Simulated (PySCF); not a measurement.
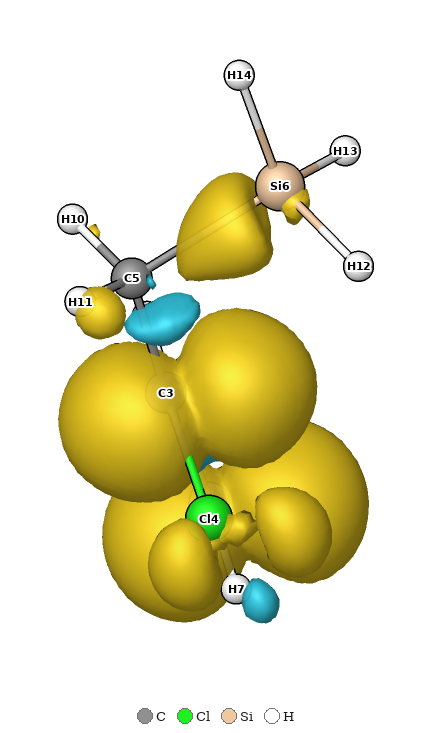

Figure 1: C4H8ClSi (doublet). Isosurfaces of the spin density (α minus β) at +0.02 (yellow) and −0.02 e/Å³ (cyan), seen at an oblique angle.

Geometry: GFN2-xTB.

Method: PySCF, UKS B3LYP, pcH-1 on C Cl H Si, non-relativistic, mean-field spin-orbit, GIAO.

```json
{"atom": "C", "x (Å)": "-2.3998", "y (Å)": "1.1674", "z (Å)": "0.0156"}
{"atom": "C", "x (Å)": "-1.2640", "y (Å)": "0.7271", "z (Å)": "0.6216"}
{"atom": "C", "x (Å)": "-0.5837", "y (Å)": "-0.4547", "z (Å)": "0.3569"}
{"atom": "Cl", "x (Å)": "-1.1410", "y (Å)": "-1.4993", "z (Å)": "-0.8933"}
{"atom": "C", "x (Å)": "0.6731", "y (Å)": "-0.8552", "z (Å)": "1.0076"}
{"atom": "Si", "x (Å)": "2.1862", "y (Å)": "-0.2935", "z (Å)": "-0.0495"}
{"atom": "H", "x (Å)": "-2.8765", "y (Å)": "0.6018", "z (Å)": "-0.7643"}
{"atom": "H", "x (Å)": "-2.8570", "y (Å)": "2.0951", "z (Å)": "0.3039"}
{"atom": "H", "x (Å)": "-0.8280", "y (Å)": "1.3333", "z (Å)": "1.4065"}
{"atom": "H", "x (Å)": "0.7387", "y (Å)": "-0.4011", "z (Å)": "1.9961"}
{"atom": "H", "x (Å)": "0.7186", "y (Å)": "-1.9376", "z (Å)": "1.1260"}
{"atom": "H", "x (Å)": "2.0910", "y (Å)": "-0.9097", "z (Å)": "-1.3693"}
{"atom": "H", "x (Å)": "2.1465", "y (Å)": "1.1649", "z (Å)": "-0.1447"}
{"atom": "H", "x (Å)": "3.3953", "y (Å)": "-0.7390", "z (Å)": "0.6448"}
```

### Where is the unpaired spin?

The unpaired spin (1 electron) lies mostly on C1 (about 0.4), C3 (about 0.4) and Cl4 (about 0.1), in electrons by Hirshfeld's partition.
